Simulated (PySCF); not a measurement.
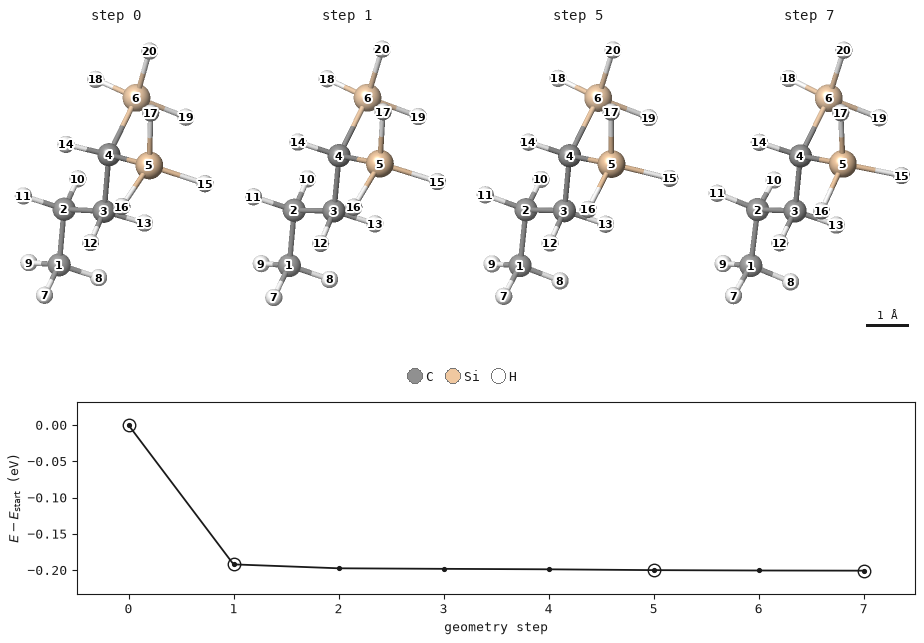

Frames of a relaxation of C$_{4}$H$_{14}$Si$_{2}$, marked on the history of the run. Style: ball-and-stick. Shown from a free direction.

The start comes from GFN2-xTB. Its atoms were then displaced at random by about 0.01 Å.

Method: PBE0-D3(BJ)/def2-SVP geometry optimisation, gas phase in PySCF. 

Question: Describe the path.

Answer: H15 moves most after the best rigid fit: 0.23 Å. By element the largest moves are H 0.23 Å, C 0.06 Å, Si 0.05 Å. Among the contacts that change: Si6–H20 1.446 → 1.496 Å, C3–C4 1.584 → 1.539 Å, Si5–H15 1.455 → 1.497 Å, C1–H7 1.071 → 1.102 Å. Among the angles between lasting bonds that change: C3–C4–H14 104.3° → 109.6°, Si5–C4–Si6 114.0° → 110.1°, H12–C3–H13 108.4° → 105.4°. After 7 geometry steps the energy has fallen by 0.201 eV. The run took 2.7 min on 1 thread of Arm Neoverse N1, on a shared host. From step 0 to 1: H7 moves most (0.08 Å), energy −0.192 eV. From step 1 to 5: H16 moves most (0.10 Å), energy −0.008 eV. From step 5 to 7: H atoms move most (0.07 Å), energy −0.001 eV.

```csv
step,"E − E(0), eV"
0,0.0000
1,-0.1920
2,-0.1974
3,-0.1982
4,-0.1988
5,-0.2000
6,-0.2005
7,-0.2007
```
